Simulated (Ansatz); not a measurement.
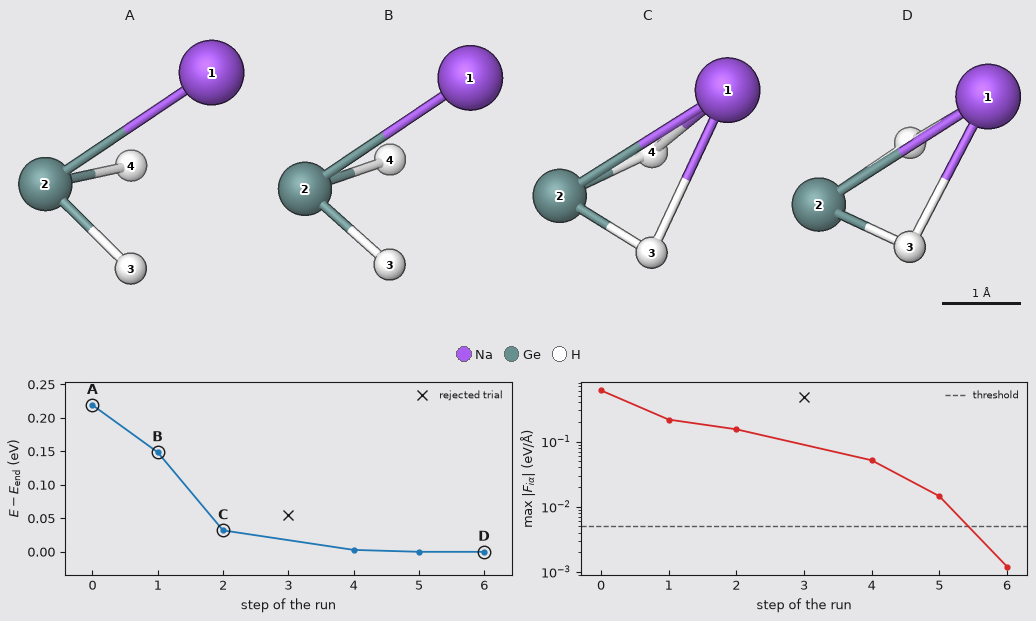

Frames of a relaxation of NaGeH2 (multiplicity 2), marked on the history of the run. The picture is a ball-and-stick view, seen from a free direction.

Theory: Ansatz, UKS PBE0-D4/def2-TZVP. (force threshold 0.005 eV/Å; at most 200 steps)

What happens along the run?

Answer. Na1 moves most after the best rigid fit: 0.38 Å. Largest moves by element: Na 0.38 Å, H 0.35 Å, Ge 0.33 Å. Near-neighbour distances that change, for instance: Na1–H3 2.768 → 2.189 Å, Na1–H4 2.765 → 2.189 Å, Ge2–H3 1.674 → 1.656 Å. Among the angles between lasting bonds that change: Na1–Ge2–H3 71.9° → 51.9°, H3–Ge2–H4 86.1° → 88.4°. Over 5 accepted moves (6 points after the start) the energy falls by 0.219 eV. The largest force component goes from 0.61 to 0.0012 eV/Å. The line search rejected the trial step at point 3 of the run. From step 0 to 1: Na and H atoms move most (0.08 Å), energy −0.071 eV. From step 1 to 2: Na1 moves most (0.19 Å), energy −0.117 eV. From step 2 to 6: Ge2 moves most (0.13 Å), energy −0.032 eV.

```
step  E − E(0), eV  largest force component, eV/Å      note
   0        0.0000                         0.6098          
   1       -0.0705                         0.2175          
   2       -0.1871                         0.1542          
   3       -0.1643                         0.4776  rejected
   4       -0.2163                         0.0516          
   5       -0.2192                         0.0145          
   6       -0.2192                         0.0012
```
